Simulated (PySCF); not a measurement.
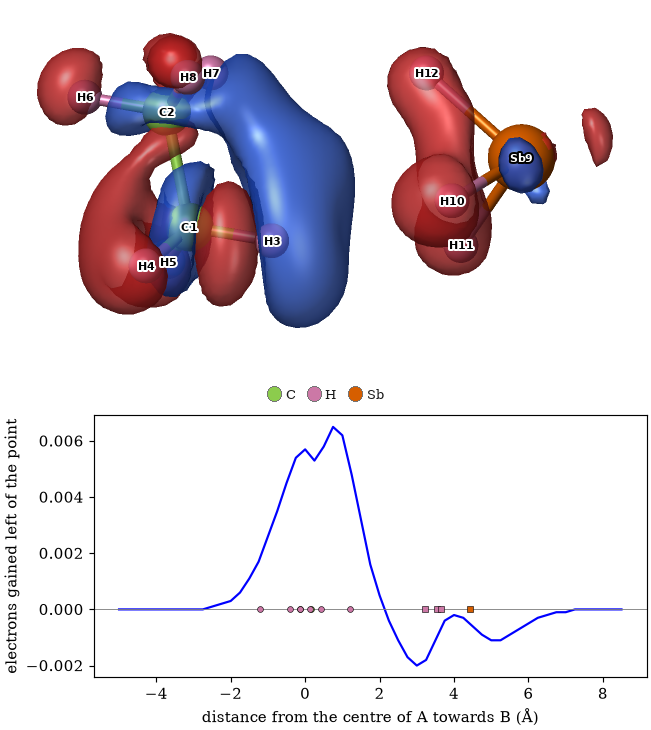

C2H9Sb, SMILES `CC.[SbH3]`. Density of the complex less the densities of the two fragments at the same geometry, ±0.0004 e/Å³ (red: gain, blue: loss). Fragment A: H6C2 (atoms 1–8); fragment B: SbH3. Below: the charge-displacement curve along the line of centres (A on the left).

Level of theory: B3LYP/def2-SVPD (PySCF), at a geometry from GFN2-xTB. Core potentials replace the inner electrons of Sb; spin–orbit coupling isn't included. GFN2-xTB bond lengths at metals and heavier atoms can be off by up to 0.1 Å and shapes distorted, which carries into these values.

Input script:

```python
import numpy as np
from pyscf import gto, scf, dft
from pyscf.scf import atom_ks, atom_hf
from scipy.linalg import block_diag
from pyscf.dispersion import dftd3

def solve(mol, dm0=None, hcore=None):
    mf = (dft.UKS if mol.spin else dft.RKS)(mol, xc='b3lyp')
    mf.grids.level = 3
    mf = mf.density_fit(auxbasis='def2-universal-jkfit')
    mf.conv_tol, mf.max_cycle = 1e-8, 80
    if hcore is not None:
        mf.get_hcore = lambda *args: hcore
    mf.kernel(dm0)
    if not mf.converged:
        mf = mf.newton().run(mf.mo_coeff, mf.mo_occ, max_cycle=30)
    assert mf.converged, 'SCF not converged'
    return mf

mol = gto.M(atom='''
C     -3.16037    -0.77436     0.00027
C     -3.41836     0.72457    -0.00016
H     -2.10268    -0.97530     0.16655
H     -3.73218    -1.26189     0.78695
H     -3.44672    -1.21285    -0.95312
H     -4.47117     0.93456    -0.17709
H     -2.83607     1.21053    -0.78020
H     -3.13716     1.16034     0.95614
Sb     1.15044     0.01777    -0.00003
H      0.23889    -0.51380     1.31379
H      0.33955    -1.09354    -0.97343
H     -0.05229     1.14456    -0.33852
''', basis='def2-svpd', ecp={'Sb': 'def2-svpd'}, charge=0, spin=0, verbose=4)
mol_a = gto.M(atom='''
C     -3.16037    -0.77436     0.00027
C     -3.41836     0.72457    -0.00016
H     -2.10268    -0.97530     0.16655
H     -3.73218    -1.26189     0.78695
H     -3.44672    -1.21285    -0.95312
H     -4.47117     0.93456    -0.17709
H     -2.83607     1.21053    -0.78020
H     -3.13716     1.16034     0.95614
ghost-Sb     1.15044     0.01777    -0.00003
ghost-H      0.23889    -0.51380     1.31379
ghost-H      0.33955    -1.09354    -0.97343
ghost-H     -0.05229     1.14456    -0.33852
''', basis='def2-svpd', charge=0, spin=0, verbose=4)
mol_b = gto.M(atom='''
ghost-C     -3.16037    -0.77436     0.00027
ghost-C     -3.41836     0.72457    -0.00016
ghost-H     -2.10268    -0.97530     0.16655
ghost-H     -3.73218    -1.26189     0.78695
ghost-H     -3.44672    -1.21285    -0.95312
ghost-H     -4.47117     0.93456    -0.17709
ghost-H     -2.83607     1.21053    -0.78020
ghost-H     -3.13716     1.16034     0.95614
Sb     1.15044     0.01777    -0.00003
H      0.23889    -0.51380     1.31379
H      0.33955    -1.09354    -0.97343
H     -0.05229     1.14456    -0.33852
''', basis='def2-svpd', ecp={'Sb': 'def2-svpd'}, charge=0, spin=0, verbose=4)
ab, a, b = solve(mol), solve(mol_a), solve(mol_b)
e_int = ab.e_tot - a.e_tot - b.e_tot
print('counterpoise-corrected interaction energy / kcal/mol', e_int * 627.5095)
def disp(atoms, charge):
    m = gto.M(atom=atoms, charge=charge, basis='sto-3g', spin=None, unit='Bohr', verbose=0)
    return dftd3.DFTD3Dispersion(m, xc='b3lyp', version='d3bj').get_dispersion()['energy']
e_disp = disp(mol._atom, mol.charge) - disp(mol._atom[:8], mol_a.charge) - disp(mol._atom[8:], mol_b.charge)
print('D3(BJ) part / kcal/mol', e_disp * 627.5095)
# spherically averaged free atoms, for the promolecule
atom_ks.AtomSphAverageRKS.init_guess_by_vsap = lambda self, mol=None: self.init_guess_by_minao(mol)  # core potentials
atm = atom_ks.get_atm_nrks(mol, xc='b3lyp')
pro = block_diag(*[(atm[a[0]][2] * atm[a[0]][3]) @ atm[a[0]][2].T for a in mol._atom])
np.savez('result.npz', e_int=e_int, e_disp=e_disp, dm_a=a.make_rdm1(), dm_b=b.make_rdm1(), c=ab.mo_coeff, occ=ab.mo_occ, eps=ab.mo_energy, pro=pro, d=[f.dip_moment(verbose=0) for f in (ab, a, b)])
```

Run with:

```sh
OMP_NUM_THREADS=1 python input.py
```

The run took 47 s on 1 thread of Intel(R) Xeon(R) Processor @ 2.70GHz, on a shared host, peak memory 0.65 GiB.

Partitions, critical points and surface values were worked out afterwards from this run's density.

Which way does charge flow?

Hirshfeld charges show almost no net transfer (under 0.005 e). 0.02 e is displaced in all, which induces a dipole of 0.05 D.

What is the interaction energy, and which contacts carry it?

The counterpoise-corrected interaction energy of the frozen fragments is +0.8 kcal/mol without dispersion correction and −1.1 kcal/mol with D3(BJ). The pair geometry is semi-empirical, not a minimum at this level. Contacts: H7···H12, H···H contact, 2.82 Å, ρ = 0.003 a.u.; H3···H10, H···H contact, 2.65 Å, ρ = 0.005 a.u., a bond path close to vanishing (ellipticity 3.4). The pose is a local one from a semi-empirical search, not shown to be the most stable.
